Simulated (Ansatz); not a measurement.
BClGeH$_{5}$NO (SMILES OB(Cl)[NH][GeH3])

```json
{"atom": "O", "x (Å)": "-1.5115", "y (Å)": "-1.9819", "z (Å)": "0.6077"}
{"atom": "B", "x (Å)": "-0.4522", "y (Å)": "-1.1387", "z (Å)": "0.4706"}
{"atom": "Cl", "x (Å)": "1.0694", "y (Å)": "-1.6890", "z (Å)": "1.2160"}
{"atom": "N", "x (Å)": "-0.4533", "y (Å)": "0.0992", "z (Å)": "-0.1921"}
{"atom": "Ge", "x (Å)": "0.9985", "y (Å)": "1.2398", "z (Å)": "-0.3724"}
{"atom": "H", "x (Å)": "-2.3197", "y (Å)": "-1.6658", "z (Å)": "0.1985"}
{"atom": "H", "x (Å)": "-1.3088", "y (Å)": "0.4206", "z (Å)": "-0.6181"}
{"atom": "H", "x (Å)": "0.4555", "y (Å)": "2.4366", "z (Å)": "-1.1713"}
{"atom": "H", "x (Å)": "1.4843", "y (Å)": "1.6894", "z (Å)": "1.0105"}
{"atom": "H", "x (Å)": "2.1209", "y (Å)": "0.5386", "z (Å)": "-1.1465"}
```

Geometry: PBE0-D4/def2-TZVP.

Level of theory: RKS PBE0-D4/def2-TZVPP in Ansatz 0.2.0.

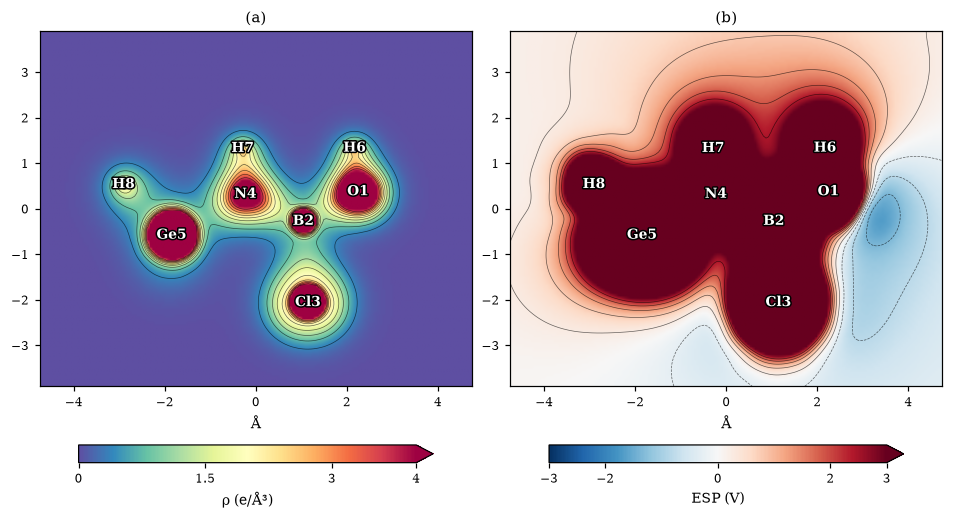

Figure 1. (a) electron density; (b) electrostatic potential on the plane of atoms O1, B2 and N4.

### What do the fields say about this system?

Atoms in the plane: O, B, Cl, N, Ge and H.
B–O (1.36 Å): ρ at the midpoint is about 2.1 e/Å³.
B–N (1.40 Å): the density is about 1.9 e/Å³ at the midpoint.
B–Cl (1.78 Å): the density is about 1.3 e/Å³ at the midpoint.
Ge–N (1.86 Å): ρ is about 0.93 e/Å³ halfway.
O–H (0.96 Å): ρ at the midpoint is about 3.8 e/Å³.
Outside the dense part of the molecule the potential is most negative (−1.7 V) near O1.

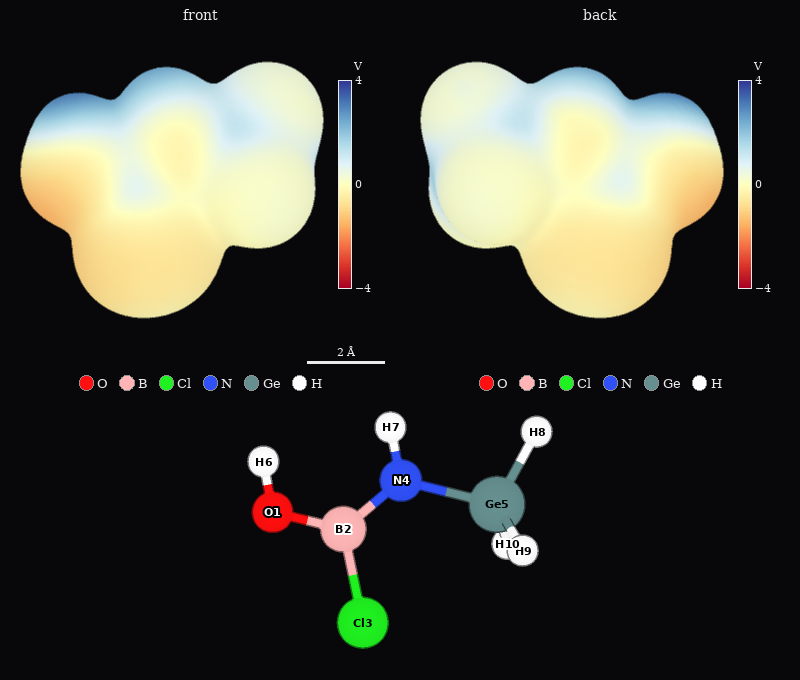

Figure 2. The electrostatic potential painted on the density surface at 0.002 e/bohr³, seen from the front and from behind; the colour scale runs from red (negative) to blue (positive). The bare structure is drawn below in the same view.

### Where is the surface potential most negative and most positive?

The most negative region (about −1.4 V) lies over O1, the most positive (about +2.9 V) over H6. O1 is the likeliest acceptor of a hydrogen bond.

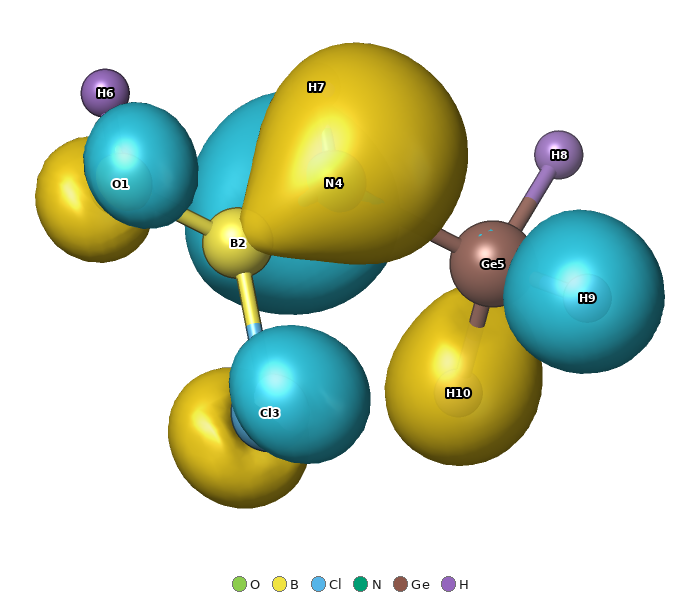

Figure 3. The HOMO at ±0.1 Å⁻³ᐟ² (yellow and cyan are the two phases), seen at an oblique angle.

### Describe this orbital and give its energy.

By Hirshfeld shares it lies mainly on N4 (about 50 %), Ge5 (about 10 %), B2 (about 10 %), Cl3 (about 10 %) and O1 (about 5 %). Its energy is −7.97 eV.
